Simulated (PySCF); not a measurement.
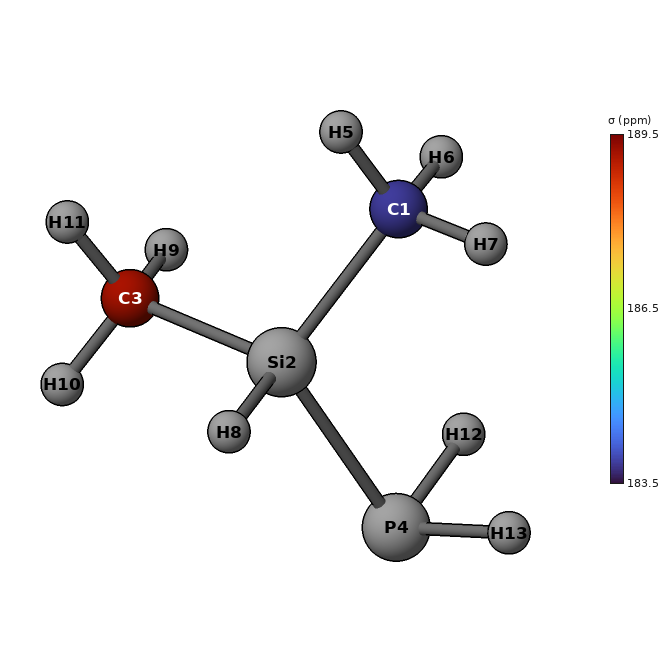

Atoms are coloured by their isotropic NMR shieldings (C only, the others grey). The geometry was computed by an optimisation with GFN2-xTB. No frequency run is at hand to confirm it as a minimum. Method: GIAO PBE0/pcSseg-1 NMR shielding, non-relativistic, gas phase (PySCF 2.14.0).

Give the isotropic NMR shieldings of the C atoms atom by atom.

```csv
atom,σ (ppm)
C1,183.8
C3,189.2
```

The geometry is semi-empirical. Around P, Si such bond lengths and angles can be off by a tenth of an ångström or more and by several degrees, and values that hang on the shape move with them.
